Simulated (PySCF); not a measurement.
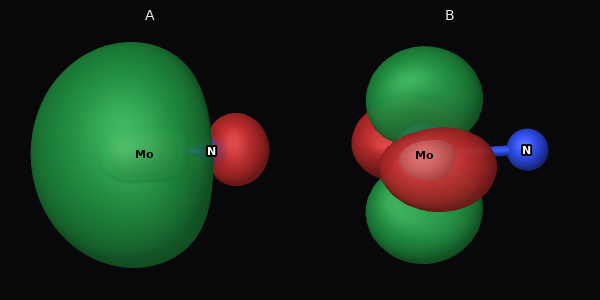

MoN (charge −1, triplet). Two frontier α-spin orbitals, each drawn at the value that holds 80 % of its norm (green and red are the two phases), in no order; of a degenerate pair one member is drawn.

⟨S²⟩ = 2.11, above the pure value of 2.00; core potentials replace the inner electrons of Mo.

Method: PBE0/def2-TZVPPD, non-relativistic Hamiltonian with scalar-relativistic core potentials where named, at a bond length of 1.629 Å (PySCF).

Q: Name the orbitals and rank them from lowest to highest energy.

A: Orbital B: δ, occupied in this spin, −1.08 eV; almost wholly on Mo.
Orbital A: σ, occupied in this spin, −0.11 eV; mainly on Mo (90 %).
